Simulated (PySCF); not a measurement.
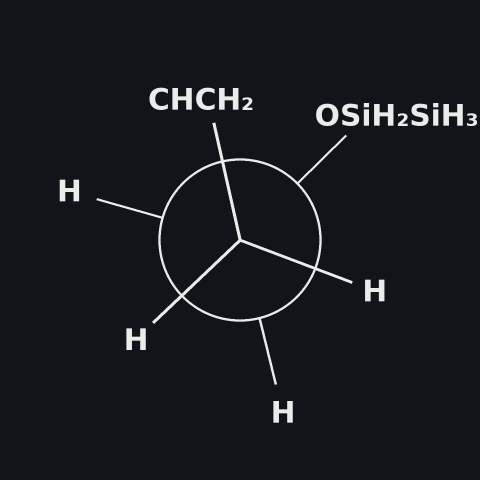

A Newman projection along the C–Si bond, carbon in front; angles are drawn as computed, but eclipsed bonds slightly apart. The computed structure is the end point of a PBE0-D3(BJ)/def2-SVP optimisation. No frequency run is at hand to confirm it as a minimum.

**Which molecule is it?**

C3H12OSi3, C=CC[SiH2]O[SiH2][SiH3]

**What is the torsion angle from the front CHCH2 to the back OSiH2SiH3? The sign is positive where the front bond must turn clockwise to cover the back bond.**

58°, synclinal (gauche). The conformation about this bond is staggered.
